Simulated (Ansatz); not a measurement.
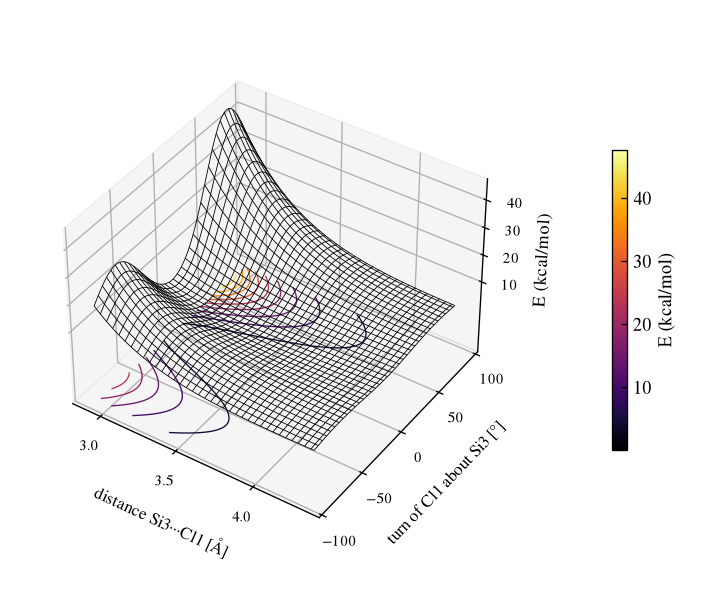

Energy landscape of the pair Cl···CH₆Si, charge −1. The turn is about an axis along (−0.08, −0.93, −0.37) in the frame of the relaxed pair, normal to the line between the partners. The first coordinate is: distance Si3···Cl1; the second: turn of Cl1 about Si3. Grid: 13 × 13 points. All energies are given in kcal/mol relative to the lowest grid point. All numbers below come from Ansatz 0.2.0, RHF/def2-SVPD.

In the figure: a relief with its contours projected below. Between grid points the surface is interpolated. 

Q: Describe this landscape.

A: The lowest grid point is at distance Si3···Cl1 = 3.446 Å, turn of Cl1 about Si3 = 0°. The energy also falls towards the edge at distance Si3···Cl1 = 4.155 Å, turn of Cl1 about Si3 = −90° (1.6 kcal/mol above the lowest) and distance Si3···Cl1 = 4.315 Å, turn of Cl1 about Si3 = 90° (2.3 kcal/mol above the lowest), where a further well may lie outside the range. The highest grid point, distance Si3···Cl1 = 2.915 Å, turn of Cl1 about Si3 = 75°, lies 46.8 kcal/mol above the lowest. Round the minimum the two coordinates are nearly uncoupled.

Each point was launched as `ansatz run input.yaml --threads 1 --pin off --max-ram 2560MiB --backend cpu --events-out ev --progress --plain --runs-dir out`. The whole map (169 points run) took 9 min on 1 thread of Arm Neoverse V2, on a shared host.
